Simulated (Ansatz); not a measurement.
## How fast states decay through NaLuSeO

Aim: relax a made-up compound, NaLuSeO, and see how good a tunnel barrier it would be. It is built by putting Se for part of the O in the NaLuO2 structure of space group R-3m, with the volume rescaled by atomic radii. The parent structure comes from the Materials Project.

Calculated with Ansatz 0.2.0; LDA DFT, plane waves, PAW files, in the first sound run; inputs show where later runs differ.

The structure was built from a prototype and need not be the compound's stable phase.

**1. The starting structure**

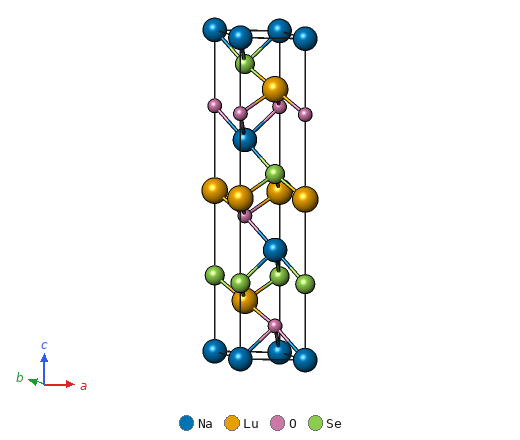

Start, viewed slightly off an axis; sodium blue, lutetium orange, oxygen pink, selenium green. This picture shows the conventional cell, with its axes. Bonds to atoms that aren't drawn are left out. Some periodic images of atoms are drawn too.

As a file:

```cif
data_structure
_symmetry_space_group_name_H-M 'P 1'
_symmetry_Int_Tables_number 1
_cell_length_a 6.0727
_cell_length_b 6.0727
_cell_length_c 6.0727
_cell_angle_alpha 33.154
_cell_angle_beta 33.154
_cell_angle_gamma 33.154
_cell_volume 59.62
loop_
_atom_site_label
_atom_site_type_symbol
_atom_site_fract_x
_atom_site_fract_y
_atom_site_fract_z
_atom_site_occupancy
Na1 Na 0.00000 0.00000 0.00000 1
Lu2 Lu 0.50000 0.50000 0.50000 1
O3 O 0.23628 0.23628 0.23628 1
Se4 Se 0.76372 0.76372 0.76372 1
```

**2. Relaxing the new crystal**

The substituted atoms don't fit the parent's cell, so cell and atoms relax together. A small smearing keeps the run stable in case the gap closes on the way.

Input file input.yaml:

```yaml
crystal:
  lattice:
    - [1.7325493201, 1.0002878163, 5.7336732582]
    - [-1.7325493201, 1.0002878163, 5.7336732582]
    - [0.0, -2.0005756327, 5.7336732582]
  atoms:
    - { symbol: Na, position: [0.0, 0.0, 0.0] }
    - { symbol: Lu, position: [0.5, 0.5, 0.5] }
    - { symbol: O, position: [0.23627967, 0.23627967, 0.23627967] }
    - { symbol: Se, position: [0.76372033, 0.76372033, 0.76372033] }
kpoints:
  mp_grid: { grid: [8, 8, 8] }
scf:
  occupations: { method: gaussian, width: 0.03 }
hamiltonian:
  xc: lda
output:
  forces: true
  stress: true
relax:
  f_tol: 0.02
  max_steps: 60
  cell: {}
```

On the command line:

```console
$ ansatz run input.yaml --threads 2 --pin off --max-ram 4096MiB --backend cpu --events-out ev --progress --plain --runs-dir out
```

Numbers of over 12 decimals in the logs are rounded to 6 here.

The program printed:

```text
basis.fft_grid_basis auto: the FFT boxes are laid along the combinations [[1, 0, -1], [0, 1, -1], [0, 0, 1]] of the cell's own vectors, 3.465, 3.465 and 6.073 Å long. The dense box has 24×24×45 points. Along the cell's own vectors, as sized, it would have 45×45×45, 3.52 times as many. Of the 6 symmetry operations that the crystal satisfies within crystal.symmetry.tolerance (time reversal apart; of a slab, those that  [...]
Engine: ansatz 0.2.0, x86_64-unknown-linux-gnu
Pseudopotentials: kind: paw
Pseudopotential: Na, paw, valence charge 9, recommended cutoff 420 eV (normal), Na.paw.azcp
Pseudopotential: Lu, paw, valence charge 25, recommended cutoff 420 eV (normal), Lu.paw.azcp
Pseudopotential: O, paw, valence charge 6, recommended cutoff 420 eV (normal), O.paw.azcp
Pseudopotential: Se, paw, valence charge 16, recommended cutoff 420 eV (normal), Se.paw.azcp
Functional definition: SPW92
  exchange = slater_x
  correlation = pw_c
Crystal: 4 atoms, lattice volume = 59.620 Å³
Basis set: ecut = 420 eV, 1147 PW (Γ), FFT grids on a1−a3, a2−a3, a3
Bands: 34, of which v1, the nominal top of the filled ones, is band 28 counted from 1 (27 counted from 0)
Symmetry: 6 space group operations
Space group: R3m (ITA 160), of the structure as read, at distance tolerance 3.9e-5 Å
k-points: 65 of 512 (time reversal used)
Non-local potential: Na, projectors of the file, l = 0: 3, l = 1: 2, l = 2: 1
Non-local potential: Lu, projectors of the file, l = 0: 3, l = 1: 2, l = 2: 2, l = 3: 3
Non-local potential: O, projectors of the file, l = 0: 2, l = 1: 2, l = 2: 1
Non-local potential: Se, projectors of the file, l = 0: 2, l = 1: 2, l = 2: 3, l = 3: 1
PAW form: soft (Blöchl's): semilocal exchange-correlation on the pseudo side does not see the compensation charge
PAW frozen core: Na, regenerated for the run's functional, and the local potential with it (the file was generated under x = pbe(κ = 0.804, μ = 0.219515), c = pbe(β = 0.066725))
PAW frozen core: Lu, regenerated for the run's functional, and the local potential with it (the file was generated under x = pbe(κ = 0.804, μ = 0.219515), c = pbe(β = 0.066725))
PAW frozen core: O, regenerated for the run's functional, and the local potential with it (the file was generated under x = pbe(κ = 0.804, μ = 0.219515), c = pbe(β = 0.066725))
PAW frozen core: Se, regenerated for the run's functional, and the local potential with it (the file was generated under x = pbe(κ = 0.804, μ = 0.219515), c = pbe(β = 0.066725))
PAW one-centre angular grid: Na, 110 points (default); XC on 64 Gauss nodes
PAW one-centre angular grid: Lu, 590 points (default); XC on 64 Gauss nodes
PAW one-centre angular grid: O, 110 points (default); XC on 64 Gauss nodes
PAW one-centre angular grid: Se, 590 points (default); XC on 64 Gauss nodes
Initial density: superposition of atomic densities (neutral atoms: chi_scale 0, normalization atom), corrected by the library's trained network
Initial wavefunctions: pseudopotential atomic-orbital guess
Functional: x = slater, c = lda
SCF iter   1: F=—  HF=-21901.553578 eV  |F-HF|=—  |Δ(HF+E_count)|=         —  Δρ=1.40e-2  dr2=1.11e-1  ethr=1.77e-3  ⟨swp⟩=6.7  Hψ=11067  notcnv=0  defer=8
preconditioner: auto → Resta (q_TF=auto, 2.700 Å⁻¹)  ε∞=4.8  [insulator: Δε(μ)=2.014 eV  Ē_g=16.006 eV  σ=0.030 eV  W_gap=1.00  n_scr=22 (ndim 8)  ℏωp=31.2 eV  f_vac=0.087  D(μ)=0.00/eV (n_scr^D=0)  ε∞_Penn≈4.8]
SCF iter   2: F=—  HF=-21901.527781 eV  |F-HF|=—  |Δ(HF+E_count)|=   2.58e-2  Δρ=5.95e-3  dr2=1.24e-2  ethr=1.98e-4  ⟨swp⟩=3.1  Hψ=4512  notcnv=0  defer=95
SCF iter   3: F=—  HF=-21901.525157 eV  |F-HF|=—  |Δ(HF+E_count)|=   2.62e-3  Δρ=2.16e-3  dr2=2.14e-3  ethr=2.22e-5  ⟨swp⟩=3.0  Hψ=4391  notcnv=0  defer=95
SCF iter   4: F=—  HF=-21901.524826 eV  |F-HF|=—  |Δ(HF+E_count)|=   3.31e-4  Δρ=1.10e-3  dr2=5.56e-4  ethr=3.82e-6  ⟨swp⟩=3.2  Hψ=3973  notcnv=0  defer=95
SCF iter   5: F=—  HF=-21901.524618 eV  |F-HF|=—  |Δ(HF+E_count)|=   2.08e-4  Δρ=4.50e-4  dr2=1.04e-4  ethr=9.92e-7  ⟨swp⟩=2.9  Hψ=4277  notcnv=0  defer=95
SCF iter   6: F=—  HF=-21901.524583 eV  |F-HF|=—  |Δ(HF+E_count)|=   3.52e-5  Δρ=1.46e-4  dr2=1.47e-5  ethr=1.87e-7  ⟨swp⟩=2.2  Hψ=3627  notcnv=0  defer=95
SCF iter   7: F=—  HF=-21901.524584 eV  |F-HF|=—  |Δ(HF+E_count)|=   5.98e-7  Δρ=5.73e-5  dr2=2.45e-6  ethr=2.63e-8  ⟨swp⟩=2.2  Hψ=3597  notcnv=0  defer=95
SCF iter   8: F=—  HF=-21901.524583 eV  |F-HF|=—  |Δ(HF+E_count)|=   2.00e-7  Δρ=2.07e-5  dr2=1.68e-7  ethr=4.37e-9  ⟨swp⟩=2.0  Hψ=3723  notcnv=0  defer=95
SCF iter   9: F=-21901.524583 eV  HF=-21901.524583 eV  |F-HF|=1.29e-8  |Δ(HF+E_count)|=   7.28e-8  Δρ=7.09e-6  dr2=2.18e-8  ethr=1.79e-10  ⟨swp⟩=6.3  Hψ=11456  notcnv=0
SCF 1 converged in 9 iterations: F = -21901.524583 eV  dr2 = 2.18e-8
  greatest PAW one-centre occupation: 1.000 electrons in one spin orbital (limit 2), on the Se atom at site 3 (counted from 0), in its partial waves of l = 2
relax step   1: F+E_penalty+E_count = -21901.52458325 eV  Δ(F+E_penalty+E_count) = +0.000e0 eV  max|allowed force component| = 9.041e0 eV/Å  Δτ_max = 0.0000 Å  P = +30.159 GPa  Ω = 59.620 Å³  (9 SCF iters, dr2 threshold 1.00e-7 eV, accepted)
Crystal: 4 atoms, lattice volume = 62.974 Å³
Basis set: ecut = 420 eV, 1219 PW (Γ), FFT grids on a1−a3, a2−a3, a3
Initial density: handed on by an earlier stage of this run
Initial wavefunctions: those handed on with the density
iter 1 solved again at ethr=1.99e-3 eV; its pass at ethr=3.10e-3 eV (dr2=1.11e0 eV) is discarded
SCF iter   1: F=—  HF=-21904.023502 eV  |F-HF|=—  |Δ(HF+E_count)|=         —  Δρ=4.16e-2  dr2=1.11e0  ethr=1.99e-3  ⟨swp⟩=2.0  Hψ=15738  notcnv=0
preconditioner: auto → Resta (q_TF=auto, 2.675 Å⁻¹)  ε∞=4.6  [insulator: Δε(μ)=1.738 eV  Ē_g=16.034 eV  σ=0.030 eV  W_gap=1.00  n_scr=22 (ndim 8)  ℏωp=30.3 eV  f_vac=0.055  D(μ)=0.00/eV (n_scr^D=0)  ε∞_Penn≈4.6]
SCF iter   2: F=—  HF=-21903.722296 eV  |F-HF|=—  |Δ(HF+E_count)|=   3.01e-1  Δρ=1.39e-2  dr2=1.15e-1  ethr=1.98e-3  ⟨swp⟩=3.5  Hψ=4592  notcnv=0
SCF iter   3: F=—  HF=-21903.687676 eV  |F-HF|=—  |Δ(HF+E_count)|=   3.46e-2  Δρ=6.85e-3  dr2=1.70e-2  ethr=2.05e-4  ⟨swp⟩=4.1  Hψ=5489  notcnv=0  defer=100
SCF iter   4: F=—  HF=-21903.688038 eV  |F-HF|=—  |Δ(HF+E_count)|=   3.61e-4  Δρ=4.18e-3  dr2=4.10e-3  ethr=3.04e-5  ⟨swp⟩=3.6  Hψ=5635  notcnv=0  defer=100
SCF iter   5: F=—  HF=-21903.688590 eV  |F-HF|=—  |Δ(HF+E_count)|=   5.53e-4  Δρ=9.48e-4  dr2=4.05e-4  ethr=7.33e-6  ⟨swp⟩=3.0  Hψ=5598  notcnv=0  defer=100
SCF iter   6: F=—  HF=-21903.687952 eV  |F-HF|=—  |Δ(HF+E_count)|=   6.38e-4  Δρ=2.74e-4  dr2=6.40e-5  ethr=7.24e-7  ⟨swp⟩=3.0  Hψ=5578  notcnv=0  defer=100
[...]
SCF iter   3: F=—  HF=-21904.056823 eV  |F-HF|=—  |Δ(HF+E_count)|=   9.37e-3  Δρ=4.39e-3  dr2=6.99e-3  ethr=5.79e-5  ⟨swp⟩=4.2  Hψ=6402  notcnv=0  defer=107
SCF iter   4: F=—  HF=-21904.056981 eV  |F-HF|=—  |Δ(HF+E_count)|=   1.58e-4  Δρ=2.69e-3  dr2=1.44e-3  ethr=1.25e-5  ⟨swp⟩=3.0  Hψ=5250  notcnv=0  defer=112
SCF iter   5: F=—  HF=-21904.057996 eV  |F-HF|=—  |Δ(HF+E_count)|=   1.01e-3  Δρ=9.74e-4  dr2=4.18e-4  ethr=2.56e-6  ⟨swp⟩=3.0  Hψ=6290  notcnv=0  defer=112
SCF iter   6: F=—  HF=-21904.057395 eV  |F-HF|=—  |Δ(HF+E_count)|=   6.01e-4  Δρ=2.94e-4  dr2=3.02e-5  ethr=7.46e-7  ⟨swp⟩=4.0  Hψ=6434  notcnv=0  defer=112
SCF iter   7: F=—  HF=-21904.057404 eV  |F-HF|=—  |Δ(HF+E_count)|=   8.70e-6  Δρ=1.49e-4  dr2=8.31e-6  ethr=5.39e-8  ⟨swp⟩=2.8  Hψ=4883  notcnv=0  defer=112
SCF iter   8: F=—  HF=-21904.057408 eV  |F-HF|=—  |Δ(HF+E_count)|=   3.70e-6  Δρ=3.16e-5  dr2=5.25e-7  ethr=1.48e-8  ⟨swp⟩=3.1  Hψ=5219  notcnv=0  defer=112
SCF iter   9: F=-21904.057407 eV  HF=-21904.057407 eV  |F-HF|=7.43e-9  |Δ(HF+E_count)|=   1.41e-7  Δρ=2.21e-5  dr2=1.38e-7  ethr=7.14e-10  ⟨swp⟩=6.9  Hψ=13066  notcnv=0
SCF 3 converged in 9 iterations: F = -21904.057407 eV  dr2 = 1.38e-7
relax step   3: F+E_penalty+E_count = -21904.05740745 eV  Δ(F+E_penalty+E_count) = -3.694e-1 eV  max|allowed force component| = 1.926e-1 eV/Å  Δτ_max = 0.1151 Å  P = +4.173 GPa  Ω = 65.242 Å³  energy of the carried Pulay correction = -1.093e-2 eV  (9 SCF iters, dr2 threshold 4.00e-7 eV, accepted)
[... from here on, the SCF cycles and remarks between the steps are left out ...]
relax step   4: F+E_penalty+E_count = -21904.08497623 eV  Δ(F+E_penalty+E_count) = -2.757e-2 eV  max|allowed force component| = 2.359e-1 eV/Å  Δτ_max = 0.0176 Å  P = -1.316 GPa  Ω = 69.005 Å³  energy of the carried Pulay correction = -1.772e-2 eV  (8 SCF iters, dr2 threshold 4.00e-7 eV, accepted)
relax step   5: F+E_penalty+E_count = -21904.09409493 eV  Δ(F+E_penalty+E_count) = -9.119e-3 eV  max|allowed force component| = 8.911e-2 eV/Å  Δτ_max = 0.0223 Å  P = -0.260 GPa  Ω = 68.493 Å³  energy of the carried Pulay correction = -1.682e-2 eV  (7 SCF iters, dr2 threshold 4.00e-7 eV, accepted)
relax step   6: F+E_penalty+E_count = -21904.09563260 eV  Δ(F+E_penalty+E_count) = -1.538e-3 eV  max|allowed force component| = 8.014e-3 eV/Å  Δτ_max = 0.0070 Å  P = +0.008 GPa  Ω = 68.181 Å³  energy of the carried Pulay correction = -1.627e-2 eV  (6 SCF iters, dr2 threshold 4.00e-7 eV, accepted)
relax step   7: F+E_penalty+E_count = -21904.09564854 eV  Δ(F+E_penalty+E_count) = -1.594e-5 eV  max|allowed force component| = 2.517e-3 eV/Å  Δτ_max = 0.0009 Å  P = -0.001 GPa  Ω = 68.179 Å³  energy of the carried Pulay correction = -1.627e-2 eV  (6 SCF iters, dr2 threshold 7.11e-9 eV, accepted)
relax step   8: F+E_penalty+E_count = -21904.12843994 eV  Δ(F+E_penalty+E_count) = -3.279e-2 eV  max|allowed force component| = 3.975e-3 eV/Å  Δτ_max = 0.0000 Å  P = +0.613 GPa  Ω = 68.179 Å³  stress off target by 8.38e-1 GPa  SCF on the basis re-selected at this cell (its energy is not comparable with the rows above)  (9 SCF iters)
relax step   9: F+E_penalty+E_count = -21904.12895740 eV  Δ(F+E_penalty+E_count) = -5.175e-4 eV  max|allowed force component| = 9.755e-3 eV/Å  Δτ_max = 0.0062 Å  P = +0.067 GPa  Ω = 68.766 Å³  energy of the carried Pulay correction = -1.083e-3 eV  (6 SCF iters, dr2 threshold 4.00e-7 eV, accepted)
relax step  10: F+E_penalty+E_count = -21904.12879691 eV  Δ(F+E_penalty+E_count) = +1.605e-4 eV  max|allowed force component| = 3.815e-3 eV/Å  Δτ_max = 0.0029 Å  P = -0.001 GPa  Ω = 68.895 Å³  energy of the carried Pulay correction = -1.331e-3 eV  (6 SCF iters, dr2 threshold 5.54e-8 eV, accepted)
iter 1 solved again at ethr=1.26e-7 eV; its pass at ethr=3.10e-3 eV (dr2=7.06e-5 eV) is discarded
SCF iter   1: F=—  HF=-21904.130153 eV  |F-HF|=—  |Δ(HF+E_count)|=         —  Δρ=2.26e-4  dr2=1.18e-6  ethr=1.26e-7  ⟨swp⟩=4.8  Hψ=19557  notcnv=0
preconditioner: auto → Resta (q_TF=auto, 2.636 Å⁻¹)  ε∞=4.4  [insulator: Δε(μ)=1.027 eV  Ē_g=15.646 eV  σ=0.030 eV  W_gap=1.00  n_scr=22 (ndim 8)  ℏωp=29.0 eV  f_vac=0.074  D(μ)=0.00/eV (n_scr^D=0)  ε∞_Penn≈4.4]
SCF iter   2: F=—  HF=-21904.130180 eV  |F-HF|=—  |Δ(HF+E_count)|=   2.69e-5  Δρ=1.14e-4  dr2=3.87e-7  ethr=2.11e-9  ⟨swp⟩=2.1  Hψ=3935  notcnv=0
SCF iter   3: F=—  HF=-21904.130187 eV  |F-HF|=—  |Δ(HF+E_count)|=   7.29e-6  Δρ=3.84e-5  dr2=6.32e-8  ethr=6.90e-10  ⟨swp⟩=2.0  Hψ=3337  notcnv=0
SCF iter   4: F=—  HF=-21904.130188 eV  |F-HF|=—  |Δ(HF+E_count)|=   8.53e-7  Δρ=2.35e-6  dr2=2.46e-9  ethr=1.13e-10  ⟨swp⟩=3.0  Hψ=4453  notcnv=0
SCF iter   5: F=—  HF=-21904.130188 eV  |F-HF|=—  |Δ(HF+E_count)|=   3.69e-9  Δρ=1.12e-6  dr2=7.34e-10  ethr=4.40e-12  ⟨swp⟩=3.0  Hψ=5207  notcnv=0
SCF iter   6: F=—  HF=-21904.130188 eV  |F-HF|=—  |Δ(HF+E_count)|=  1.42e-10  Δρ=3.24e-7  dr2=8.90e-11  ethr=1.31e-12  ⟨swp⟩=2.0  Hψ=4030  notcnv=0
SCF iter   7: F=-21904.130188 eV  HF=-21904.130188 eV  |F-HF|=3.64e-12  |Δ(HF+E_count)|=  6.91e-11  Δρ=1.34e-7  dr2=1.17e-11  ethr=1.00e-12  ⟨swp⟩=6.7  Hψ=11918  notcnv=0
SCF 11 converged in 7 iterations: F = -21904.130188 eV  dr2 = 1.17e-11
relax step  11: F+E_penalty+E_count = -21904.13018827 eV  Δ(F+E_penalty+E_count) = -1.391e-3 eV  max|allowed force component| = 4.112e-3 eV/Å  Δτ_max = 0.0000 Å  P = +0.005 GPa  Ω = 68.895 Å³  stress off target by 2.09e-2 GPa  SCF on the basis re-selected at this cell (its energy is not comparable with the rows above)  (7 SCF iters)
basis re-selected at this cell: Δ(F+E_penalty+E_count) = -1.391e-3 eV, ΔP = +0.006 GPa vs the last step (what re-selecting the basis moved, of the pressure what is left beyond the Pulay correction that the steps carried, after the strain that the cell walked since its last selection, with what the two solves' SCF thresholds leave and, on support functions, any second-order correction that the steps lacked; it is no m [...]
SCF converged after 7 iterations
Free energy (F): -21904.130188 eV
Harris-Foulkes:  -21904.130188 eV  (|F-HF|=3.64e-12)
Internal energy: -21904.130188 eV  (E = F + TS)
E sigma→0 (E₀):  -21904.130188 eV
Fermi energy:    11.340361 eV
--- Per-component energies (eV) ---
  E_band       = -541.867448
  E_kinetic    = 839.239272
  E_local      = -11208.951605  (includes V_loc(G=0)·N_el)
  E_nonlocal   = 163.830701
  E_hartree    = 4842.513166
  E_xc         = -434.791887
  E_vxc        = -504.673380  (∫ρ·V_xc dr)
  E_paw        = -9353.739170  (= ΣΔE_a)
  E_vpaw       = 483.659386  (= ΣTr[D̂ρ^β])
  E_aug_tail   = 0.001966  (compensation charges beyond the density's cutoff)
  E_ewald      = -6757.006438
  E_core_change = 4.773809  (= ΣΔE_core)
  E_smearing   = -0.000000  (= −TS)
  E_closure    = -0.000000  (closes the sum)
  Σ components = -21904.130188   (vs F -21904.130188, Δ=0.00e0)
--- Forces (eV/Å), atoms counted from 1 ---
  atom   1  Na    -0.00000000    -0.00000000     0.00154220
  atom   2  Lu     0.00000000    -0.00000000     0.00411213
  atom   3  O     -0.00000000     0.00000000    -0.00225781
  atom   4  Se     0.00000000     0.00000000    -0.00339446
  max |Σ_I F_I| component: 2.06e-6 eV/Å
--- Stress (GPa, compression-positive) ---
       -0.003352       0.000000      -0.000000
        0.000000      -0.003352      -0.000000
       -0.000000      -0.000000       0.020886
  P = ⅓ Tr σ = 0.0047 GPa (0.047 kbar)
--- Relaxed structure (9 steps of the walk, 9 accepted, 2 SCFs on fresh bases) ---
  F+E_penalty+E_count = -21904.13018827 eV   max|allowed force component| = 4.112e-3 eV/Å   (the final SCF, on the basis selected at the relaxed cell)
  cell:  # Å, volume = 68.8953 Å³
    - [1.790707, 1.033865, 6.202256]
    - [-1.790707, 1.033865, 6.202256]
    - [-4.970441668989345e-18, -2.067730, 6.202256]
  atoms:
    - { symbol: Na, position: [-0.00811495, -0.00811495, -0.00811495] }
    - { symbol: Lu, position: [0.517736, 0.517736, 0.517736] }
    - { symbol: O, position: [0.233677, 0.233677, 0.233677] }
    - { symbol: Se, position: [0.756701, 0.756701, 0.756701] }
```

Elapsed: 1.9 min, on 2 threads of AMD EPYC 7R43, shared host; peak memory 0.48 GiB.

The steps of the relaxation:

```
step  energy less that of the first step (eV)  largest force component (eV/Å)  pressure (GPa)  volume (Å³)
   1                                   0.0000                          9.0407           30.16        59.62
   2                                  -2.1634                          3.1191           10.75        62.97
   3                                  -2.5328                          0.1926            4.17        65.24
   4                                  -2.5604                          0.2359           -1.32        69.00
   5                                  -2.5695                          0.0891           -0.26        68.49
   6                                  -2.5711                          0.0080            0.01        68.18
   7                                  -2.5711                          0.0025            0.00        68.18
  8*                                  -2.6039                          0.0040            0.61        68.18
   9                                  -2.6044                          0.0098            0.07        68.77
  10                                  -2.6042                          0.0038            0.00        68.90
 11*                                  -2.6056                          0.0041            0.00        68.90
```

Relaxation steps marked * repeat the geometry before them on a plane-wave basis chosen anew for their cell, so energy and pressure can jump there.

Forces are held to the 6 operations that the run works with; a distortion that breaks them can't arise in this run.

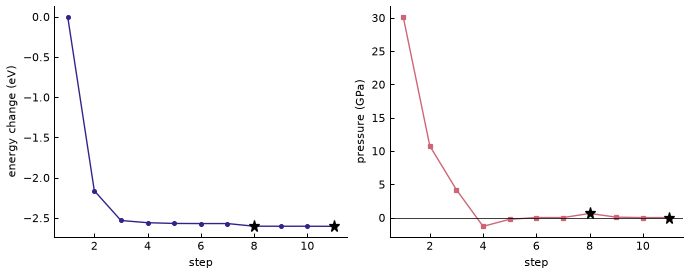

Energy and pressure along the relaxation. Stars mark steps on a basis chosen anew.

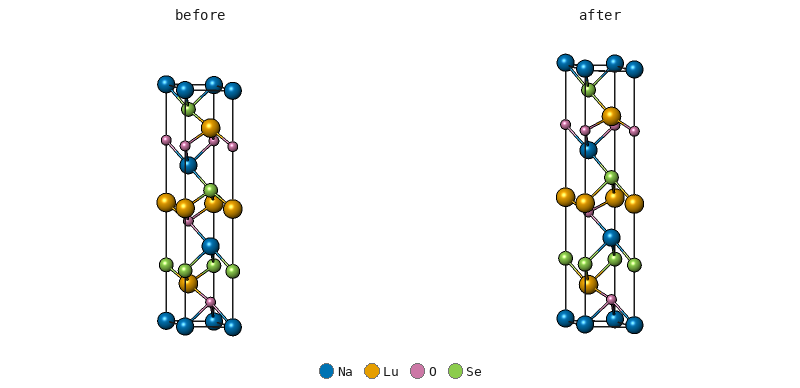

The structure before and after the relaxation, drawn at the same scale. Bonds to atoms that aren't drawn are left out.

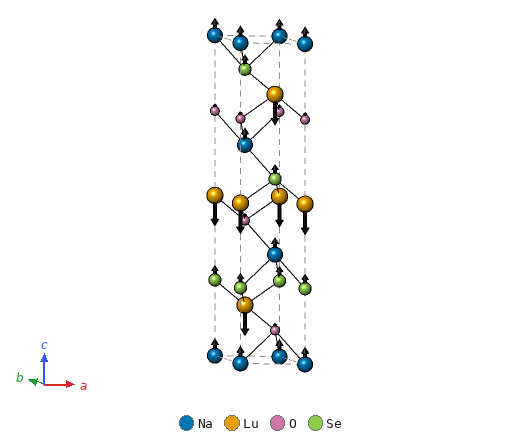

Displacements in the relaxation, exaggerated, measured against the changing cell; the longest in the cell stands for 0.33 Å. Bonds to atoms that aren't drawn are left out. Some periodic images of atoms are drawn too.

```
conventional cell, symmetrised  before   after   change
                         a (Å)   3.465   3.581   +3.4 %
                         b (Å)   3.465   3.581   +3.4 %
                         c (Å)  17.201  18.607   +8.2 %
              volume (Å³/atom)   14.91   17.22  +15.6 %
```

The atoms that moved most (Å, as changes of fractional coordinates times the final cell):

```
atom     dx     dy      dz  length
 Lu2  0.000  0.000   0.330   0.330
 Na1  0.000  0.000  -0.151   0.151
 Se4  0.000  0.000  -0.131   0.131
  O3  0.000  0.000  -0.048   0.048
```

The relaxed structure:

```xyz
4
Lattice="1.7907 1.0339 6.2023 -1.7907 1.0339 6.2023 0.0000 -2.0677 6.2023" Properties=species:S:1:pos:R:3 pbc="T T T"
Na    0.0000    0.0000   -0.1510
Lu    0.0000    0.0000    9.6334
O     0.0000    0.0000    4.3480
Se    0.0000    0.0000   14.0798
```

This step gave:

* free energy: -21904.1302 eV
* Fermi energy: 11.34 eV
* pressure: 0.004727 GPa

The largest force component on a free atom ends at 0.0041 eV/Å.

[end of part 1 of 2]

[Logs are printed without paths, hosts, clocks, repeated set-up lines and the standing remarks that a program may print on its own settings, such as how far it seeks lower states.]

[Hosts, paths, dates, database ids (printed as entryN), source tags and the programs' standing remarks are cut or masked in the printed files.]
